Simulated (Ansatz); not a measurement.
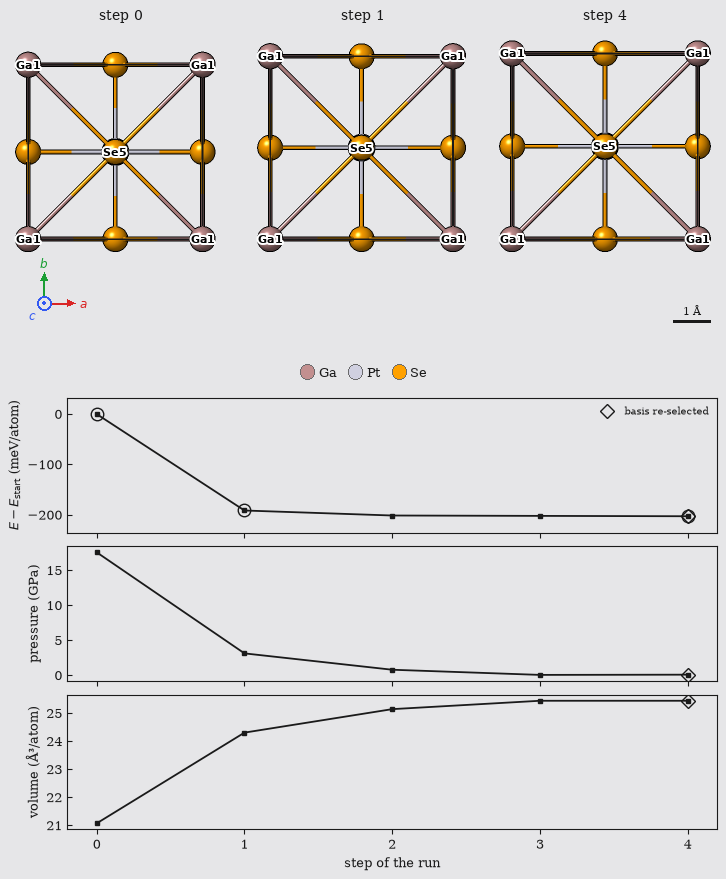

Frames of a relaxation of solid GaPtSe₃ (built on the cubic perovskite type) (coarse preliminary run), marked on the history of the run. The picture is a ball-and-stick view of the cell of the calculation, seen along the c axis.

Case: cubic perovskite type (Pm-3m, No. 221).

Theory: DFT PBE, scalar-relativistic, plane waves, PAW (Ansatz). Set-up: plane-wave cutoff 420 eV; k-point mesh 4 × 4 × 4; occupations gaussian; smearing width 0.1 eV; no spin polarisation; cell and atoms relaxed; force threshold 0.04 eV/Å; at most 70 steps.

**Describe the path.**

Over 3 accepted moves (4 points after the start) the energy falls by 203 meV per atom. All forces vanish by symmetry, so only the cell relaxes. Pressure: 17.57 GPa at the start and 0.09 GPa at the end. The SCF was repeated once at an unchanged geometry on a basis and grid sized afresh for the cell, which shifted the energy by 0.7 meV per atom at most. No atom moves by more than 0.005 Å relative to the cell. Cell: a = b = c 4.723 → 5.029 Å (+6.5 %). Volume +20.7 %. Near-neighbour distances that change, for instance: Ga–Se 3.340 → 3.556 Å, Pt–Se 2.362 → 2.515 Å. The space group stays Pm-3m (No. 221). From step 0 to 1: volume +15.3 %, energy −191 meV per atom. From step 1 to 4: volume +4.7 %, energy −11.4 meV per atom.
